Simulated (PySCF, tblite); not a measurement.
# 2-ethyltetrahydrothiophene: a rotation path, then NMR shifts on frames, part 2 of 2

tblite 0.8.0 and PySCF 2.14.0. Atoms count from 0. Earlier steps stand in the parts before.

### Step 5. NMR shieldings: image 4, PBE0/pcSseg-1

The job: settings as JSON, then the geometry in Å.

```
{"job": {"kind": "nmr", "xc": "PBE0", "basis": "pcSseg-1", "pop": false}, "charge": 0, "multiplicity": 1}
C      2.477600     0.439000     0.326300
C      1.633900    -0.528400    -0.494200
C      0.212600    -0.025400    -0.805900
C     -0.879300    -0.988800    -0.341800
C     -2.165900    -0.191100    -0.173300
C     -1.782100     1.009300     0.672900
S     -0.206700     1.601900    -0.028700
H      3.450400     0.002100     0.538600
H      2.621500     1.368900    -0.217900
H      1.987200     0.670200     1.268500
H      2.145700    -0.733800    -1.437000
H      1.561700    -1.475300     0.046300
H      0.115000     0.155800    -1.878900
H     -0.597300    -1.416100     0.623800
H     -0.994800    -1.804200    -1.057800
H     -2.950900    -0.779300     0.304200
H     -2.525600     0.146600    -1.147300
H     -2.503200     1.822200     0.633000
H     -1.609500     0.735600     1.714500
```

Level: GIAO PBE0/pcSseg-1 NMR shielding, non-relativistic, gas phase.

The log of the run:

```text
coarse grid: 15584 points
cycle   1  E = -633.4902617301  dE =  6.997e-01  |g| = 3.705e-01  |ddm| = 3.831e+00
cycle   2  E = -633.4907380942  dE = -4.764e-04  |g| = 3.899e-01  |ddm| = 7.549e-01
cycle   3  E = -633.5300506221  dE = -3.931e-02  |g| = 3.710e-02  |ddm| = 3.658e-01
cycle   4  E = -633.5303149280  dE = -2.643e-04  |g| = 1.870e-02  |ddm| = 8.371e-02
cycle   5  E = -633.5303970312  dE = -8.210e-05  |g| = 6.269e-03  |ddm| = 3.102e-02
cycle   6  E = -633.5304061508  dE = -9.120e-06  |g| = 1.176e-03  |ddm| = 6.281e-03
final grid: 143464 points
cycle   7  E = -633.5768058297  dE = -4.107e-05  |g| = 1.004e-02  |ddm| = 3.227e-02
cycle   8  E = -633.5767890128  dE =  1.682e-05  |g| = 1.290e-02  |ddm| = 2.107e-02
cycle   9  E = -633.5768314080  dE = -4.240e-05  |g| = 9.019e-04  |ddm| = 1.329e-02
cycle  10  E = -633.5768316054  dE = -1.974e-07  |g| = 2.329e-04  |ddm| = 1.253e-03
cycle  11  E = -633.5768316178  dE = -1.238e-08  |g| = 5.105e-05  |ddm| = 2.057e-04
cycle  12  E = -633.5768316183  dE = -5.809e-10  |g| = 1.911e-05  |ddm| = 8.065e-05
converged SCF energy = -633.5768316183

GIAO shielding tensors (ppm)
atom      isotropic    diamagn.    paramagn.     s11        s22        s33       span
  0 C      169.310     246.425     -77.115    155.264    171.239    181.426     26.162
  1 C      157.662     245.949     -88.287    138.299    154.586    180.101     41.802
  2 C      133.088     250.063    -116.975     86.668    151.221    161.374     74.706
  3 C      141.632     247.780    -106.148    108.411    151.216    165.269     56.858
  4 C      151.103     248.804     -97.702    124.770    159.185    169.353     44.583
  5 C      148.994     251.381    -102.388    116.915    161.805    168.261     51.346
  6 S      513.560    1057.373    -543.813    289.775    486.313    764.593    474.818
  7 H       30.791      27.458       3.333     25.799     27.613     38.960     13.161
  8 H       30.803      29.740       1.063     26.051     29.547     36.811     10.761
  9 H       29.865      29.845       0.020     24.474     31.325     33.796      9.323
 10 H       29.771      30.147      -0.376     24.507     28.234     36.571     12.063
 11 H       30.509      31.104      -0.595     24.764     31.148     35.615     10.851
 12 H       27.894      32.676      -4.782     22.574     26.670     34.436     11.862
 13 H       30.614      31.882      -1.268     25.934     29.993     35.914      9.979
 14 H       29.365      30.701      -1.336     24.557     27.749     35.788     11.231
 15 H       29.678      29.117       0.561     24.384     26.744     37.907     13.523
 16 H       30.080      30.364      -0.284     25.678     27.302     37.259     11.580
 17 H       29.049      29.714      -0.665     23.618     26.270     37.261     13.643
 18 H       28.845      30.914      -2.069     23.027     26.863     36.645     13.618
```

Run time: 24 s. Hardware: 1 thread of Arm Neoverse V1, shared host; peak memory 0.9 GiB.

In short: δ C2 53.8, C3 45.3, C5 37.9, C4 35.8, H12 3.82, H18 2.87 ppm.

### Step 6. Shielding tensors: image 6, PBE0/pcSseg-1

The job: settings as JSON, then the geometry in Å.

```
{"job": {"kind": "nmr", "xc": "PBE0", "basis": "pcSseg-1", "pop": false}, "charge": 0, "multiplicity": 1}
C      2.299100     0.284500     0.492200
C      1.656300    -0.440600    -0.683300
C      0.193600    -0.050500    -0.933700
C     -0.800200    -0.972000    -0.229000
C     -2.103800    -0.201800    -0.068100
C     -1.706800     1.121800     0.558900
S     -0.230100     1.659500    -0.370100
H      3.298200    -0.103800     0.674600
H      2.376800     1.345900     0.272600
H      1.708300     0.165100     1.397600
H      2.241700    -0.240400    -1.582400
H      1.686600    -1.519500    -0.506700
H     -0.005300    -0.050400    -2.009000
H     -0.413700    -1.240400     0.757100
H     -0.937000    -1.887700    -0.806400
H     -2.824500    -0.738100     0.550300
H     -2.550000    -0.022600    -1.048600
H     -2.467300     1.893700     0.471200
H     -1.431700     1.006700     1.608300
```

Method: GIAO PBE0/pcSseg-1 NMR shielding, non-relativistic, gas phase.

The log of the run:

```text
coarse grid: 15584 points
cycle   1  E = -633.4935572632  dE =  7.022e-01  |g| = 3.726e-01  |ddm| = 3.831e+00
cycle   2  E = -633.4932468273  dE =  3.104e-04  |g| = 3.961e-01  |ddm| = 7.551e-01
cycle   3  E = -633.5337143392  dE = -4.047e-02  |g| = 3.927e-02  |ddm| = 3.698e-01
cycle   4  E = -633.5340124416  dE = -2.981e-04  |g| = 1.969e-02  |ddm| = 8.937e-02
cycle   5  E = -633.5341037928  dE = -9.135e-05  |g| = 6.285e-03  |ddm| = 3.192e-02
cycle   6  E = -633.5341129017  dE = -9.109e-06  |g| = 1.209e-03  |ddm| = 6.398e-03
final grid: 143464 points
cycle   7  E = -633.5800397482  dE = -4.790e-05  |g| = 9.949e-03  |ddm| = 3.532e-02
cycle   8  E = -633.5800229036  dE =  1.684e-05  |g| = 1.283e-02  |ddm| = 2.076e-02
cycle   9  E = -633.5800646830  dE = -4.178e-05  |g| = 8.983e-04  |ddm| = 1.317e-02
cycle  10  E = -633.5800648786  dE = -1.956e-07  |g| = 2.476e-04  |ddm| = 1.321e-03
cycle  11  E = -633.5800648925  dE = -1.390e-08  |g| = 5.822e-05  |ddm| = 2.245e-04
cycle  12  E = -633.5800648933  dE = -7.851e-10  |g| = 1.835e-05  |ddm| = 8.781e-05
converged SCF energy = -633.5800648933

GIAO shielding tensors (ppm)
atom      isotropic    diamagn.    paramagn.     s11        s22        s33       span
  0 C      173.101     246.184     -73.084    164.956    173.955    180.390     15.434
  1 C      159.872     246.234     -86.362    149.368    153.828    176.420     27.052
  2 C      133.268     249.769    -116.501     93.231    147.482    159.092     65.860
  3 C      144.818     247.978    -103.160    109.098    157.181    168.174     59.076
  4 C      152.052     248.948     -96.896    127.682    159.234    169.242     41.560
  5 C      147.826     250.993    -103.168    115.823    160.385    167.270     51.447
  6 S      515.119    1057.123    -542.004    307.246    477.136    760.974    453.728
  7 H       30.852      27.586       3.267     25.960     27.557     39.040     13.080
  8 H       30.049      29.757       0.292     24.142     30.505     35.501     11.359
  9 H       30.928      30.140       0.788     26.083     31.018     35.682      9.599
 10 H       29.935      30.023      -0.088     24.373     28.185     37.248     12.875
 11 H       30.299      30.750      -0.451     24.751     29.824     36.321     11.569
 12 H       27.920      32.523      -4.603     22.869     26.414     34.477     11.608
 13 H       30.535      31.878      -1.343     25.791     30.252     35.561      9.770
 14 H       29.604      30.873      -1.269     24.581     27.770     36.460     11.879
 15 H       29.732      29.278       0.454     24.494     26.685     38.019     13.525
 16 H       30.079      30.403      -0.324     25.735     27.195     37.308     11.573
 17 H       28.975      29.588      -0.613     23.512     26.147     37.267     13.755
 18 H       28.880      30.797      -1.917     23.211     26.883     36.545     13.334
```

Run time: 25 s. Hardware: 1 thread of Arm Neoverse V1, shared host; peak memory 0.9 GiB.

Key values: δ C2 53.7, C3 42.1, C5 39.1, C4 34.9, H12 3.80, H18 2.84 ppm.

### Step 7. Nuclear shieldings: image 8, PBE0/pcSseg-1

The job: settings as JSON, then the geometry in Å.

```
{"job": {"kind": "nmr", "xc": "PBE0", "basis": "pcSseg-1", "pop": false}, "charge": 0, "multiplicity": 1}
C      2.196900     0.067400     0.589100
C      1.673000    -0.332100    -0.785400
C      0.180300    -0.080100    -0.987400
C     -0.735400    -0.928400    -0.108900
C     -2.059800    -0.185700     0.011700
C     -1.693500     1.232500     0.409700
S     -0.274500     1.677500    -0.648800
H      3.275700    -0.061900     0.624700
H      1.967400     1.112100     0.784700
H      1.760100    -0.541000     1.377600
H      2.219100     0.231800    -1.544500
H      1.860500    -1.395600    -0.959000
H     -0.065100    -0.243600    -2.041700
H     -0.296700    -1.042200     0.883400
H     -0.865000    -1.919800    -0.544900
H     -2.717400    -0.643800     0.751600
H     -2.571500    -0.178100    -0.952900
H     -2.489400     1.952900     0.235100
H     -1.374400     1.287400     1.451400
```

Method: GIAO PBE0/pcSseg-1 NMR shielding, non-relativistic, gas phase.

The log of the run:

```text
coarse grid: 15584 points
cycle   1  E = -633.4988734229  dE =  7.036e-01  |g| = 3.728e-01  |ddm| = 3.823e+00
cycle   2  E = -633.4983338920  dE =  5.395e-04  |g| = 3.972e-01  |ddm| = 7.486e-01
cycle   3  E = -633.5389124641  dE = -4.058e-02  |g| = 4.076e-02  |ddm| = 3.704e-01
cycle   4  E = -633.5392340956  dE = -3.216e-04  |g| = 2.057e-02  |ddm| = 9.140e-02
cycle   5  E = -633.5393342787  dE = -1.002e-04  |g| = 6.182e-03  |ddm| = 3.192e-02
cycle   6  E = -633.5393430374  dE = -8.759e-06  |g| = 1.214e-03  |ddm| = 6.290e-03
final grid: 143464 points
cycle   7  E = -633.5847019141  dE = -4.747e-05  |g| = 9.895e-03  |ddm| = 3.209e-02
cycle   8  E = -633.5846846392  dE =  1.727e-05  |g| = 1.285e-02  |ddm| = 2.114e-02
cycle   9  E = -633.5847265467  dE = -4.191e-05  |g| = 9.025e-04  |ddm| = 1.345e-02
cycle  10  E = -633.5847267425  dE = -1.958e-07  |g| = 2.441e-04  |ddm| = 1.268e-03
cycle  11  E = -633.5847267559  dE = -1.344e-08  |g| = 6.031e-05  |ddm| = 2.355e-04
cycle  12  E = -633.5847267568  dE = -8.581e-10  |g| = 1.902e-05  |ddm| = 9.575e-05
converged SCF energy = -633.5847267568

GIAO shielding tensors (ppm)
atom      isotropic    diamagn.    paramagn.     s11        s22        s33       span
  0 C      179.513     246.989     -67.476    171.972    179.114    187.454     15.482
  1 C      159.730     245.835     -86.105    148.766    159.585    170.840     22.074
  2 C      131.629     249.742    -118.113     93.807    145.190    155.889     62.082
  3 C      150.567     247.626     -97.059    118.713    163.286    169.701     50.989
  4 C      150.957     248.749     -97.792    123.010    160.444    169.417     46.407
  5 C      147.821     250.991    -103.170    113.747    161.657    168.060     54.313
  6 S      510.708    1056.809    -546.101    287.850    487.154    757.120    469.270
  7 H       30.970      27.756       3.214     26.022     27.731     39.157     13.135
  8 H       29.659      29.605       0.054     23.239     31.410     34.327     11.088
  9 H       31.034      30.377       0.657     25.734     30.576     36.792     11.058
 10 H       30.039      30.113      -0.074     24.504     28.332     37.282     12.779
 11 H       30.079      30.228      -0.149     24.857     28.496     36.883     12.026
 12 H       27.820      32.294      -4.474     22.967     26.328     34.166     11.199
 13 H       30.220      31.992      -1.771     24.735     30.732     35.194     10.459
 14 H       29.921      30.959      -1.039     24.798     27.690     37.274     12.476
 15 H       29.653      29.386       0.267     24.402     26.650     37.906     13.504
 16 H       29.928      30.361      -0.434     25.490     27.184     37.109     11.619
 17 H       28.946      29.440      -0.493     23.471     26.112     37.257     13.786
 18 H       28.806      30.771      -1.965     23.266     26.859     36.293     13.027
```

Wall time 24 s (1 thread of Arm Neoverse V1, shared host); peak memory 0.9 GiB.

This run: δ C2 55.3, C5 39.1, C3 36.4, C4 36.0, H12 3.90, H18 2.91 ppm.

### Step 8. Side by side: NMR shifts

Shifts (ppm) of some atoms, chosen among heavy atoms and hydrogens apart, with basis size and wall time:

```tsv
frame	C2	C3	C1	C0	H9	H8	S6	functions	time
image 0	58.3	41.7	36.1	18.0	1.19	0.88	23	186	25 s
image 2	57.2	43.6	33.2	17.4	1.97	0.88	-7	186	24 s
image 4	53.8	45.3	29.3	17.6	1.85	0.91	-10	186	24 s
image 6	53.7	42.1	27.1	13.8	0.79	1.67	-11	186	25 s
image 8	55.3	36.4	27.2	7.4	0.68	2.06	-7	186	24 s
```

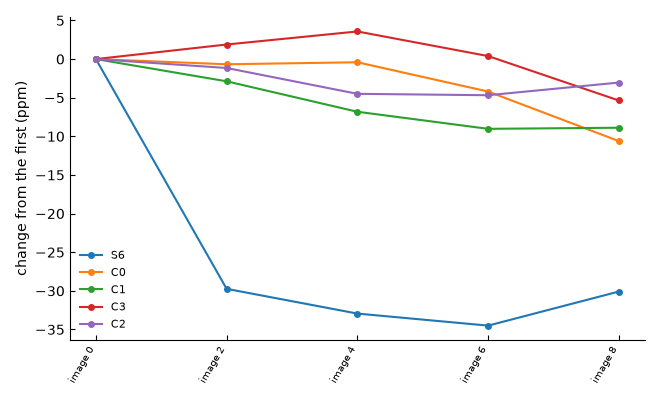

How five of the tabulated atoms move from run to run.

### Step 9. Results

The summary covers parts 1 to 2.

| quantity | value |
| --- | --- |
| barrier | 0.186 eV (4.3 kcal/mol) at image 4 |
| end to end (GFN2-xTB) | 0.046 eV |
| 13C shifts against TMS (PBE0/pcSseg-1, image 0) | 58.3, 41.7, 37.3, 36.1, 35.1, 18.0 ppm |
| 1H shifts against TMS (PBE0/pcSseg-1, image 0) | 3.25, 2.96, 2.82, 2.10, 2.05, 1.88, 1.73, 1.26, 1.23, 1.20, 1.19, 0.88 ppm |
| 33S shifts against CS2 (PBE0/pcSseg-1, image 0) | 23 ppm |
| range of the shift of S6 | -11 to 23 ppm |

In words: Along the band the dihedral turns by 120°, and the top (dihedral -4°) lies 4.3 kcal/mol above the start (GFN2-xTB, rough), so at room temperature this motion is fast. Ends this close can change order at a higher level. The top was not checked by a frequency run. Shifts at one fixed geometry are not the observed spectrum, which averages over the motion. In the first frame run (image 0): The widest tensor belongs to S6: span 460 ppm, with a paramagnetic part of -577 ppm. In ppm, S6 moves most: its shift spreads over 34 ppm, from -11 (image 6) to 23 (image 0).
